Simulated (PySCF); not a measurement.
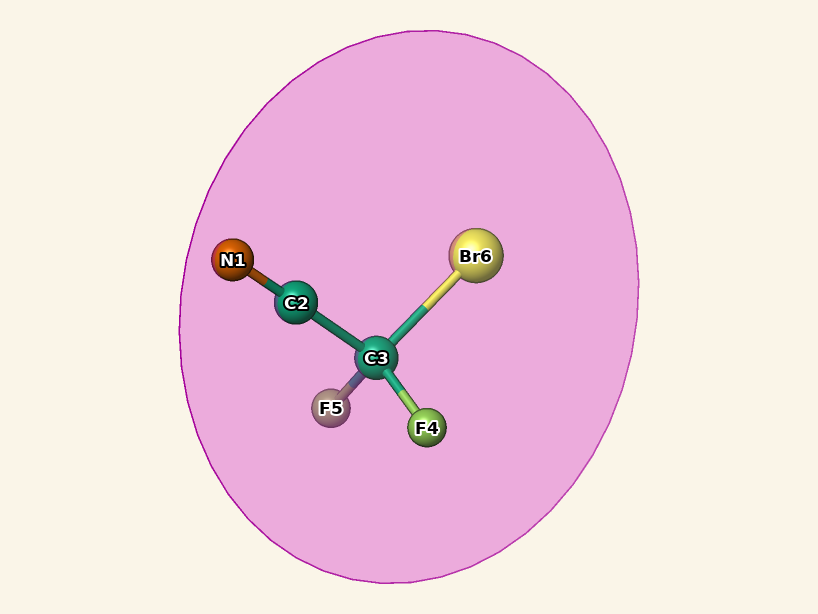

A disc through the centre of mass is drawn in. Atoms fade into the background with distance from the viewer. The geometry was computed by an optimisation with PBE0-D3(BJ)/def2-SVP. No frequency run is at hand to confirm it as a minimum.

### Is the plane of the disc a mirror plane of the structure?

Yes. The reflection leaves N1, C2, C3, Br6 in place and moves F4 ↔ F5. The point group is Cs.
